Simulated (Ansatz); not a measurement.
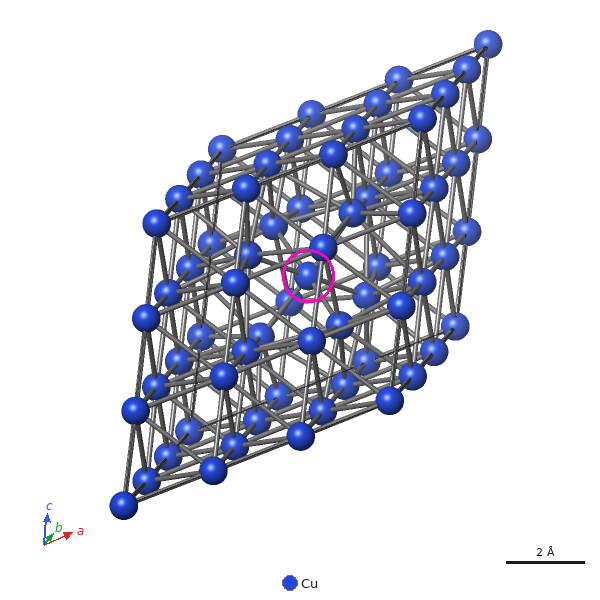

The crystal in a ball-and-stick representation, seen from a general direction. One supercell is framed, with atoms on its boundary repeated. The host is Cu, in a cell of 27 sites, and the cell is neutral. A ring marks the defect's site.

Identify the point defect.

Answer. An interstitial copper atom. It is bonded to six Cu in an octahedral arrangement at about 2.1 Å.

The atoms were relaxed in the host's cell with Ansatz, DFT r2SCAN, scalar-relativistic, plane waves, PAW.
